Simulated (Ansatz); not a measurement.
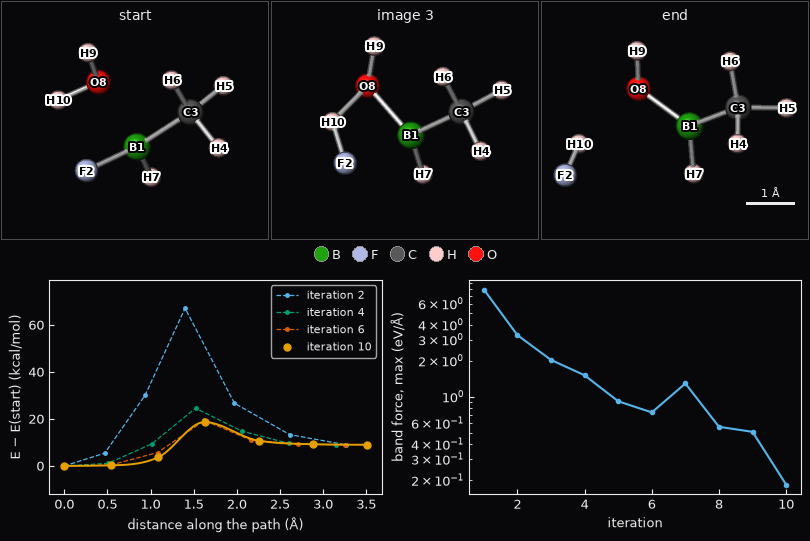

A nudged-elastic-band calculation for CH$_{6}$BFO. Images are numbered from 0 (start) to 6 (end). The plot follows the band through its iterations. The picture is a ball-and-stick view, seen at a tilt.

Method: Ansatz 0.2.0, RKS PBE0-D4/6-31G*. Run with 5 movable images; climbing image; force threshold 0.2 eV/Å; iteration limit 60; starting path through a guess of the saddle point.

How did the profile develop, and is the result final?

The run met only a loose threshold, so the barrier can't be trusted yet. The band converged in 10 iterations. The largest component of the band force went from 7.9 to 0.18 eV/Å. The climbing image converged on the top of the path. Its curvatures weren't checked. The force threshold is so loose that the height of the top is at best an upper bound. The first iteration put the highest image at 132.1 kcal/mol. The energy climbs by 18.7 kcal/mol to image 3 and then falls by 9.7 kcal/mol, so the end point sits at +9.0 kcal/mol.

The run took 2.3 min on 1 thread of Arm Neoverse V1, on a shared host, peak memory 0.14 GiB.
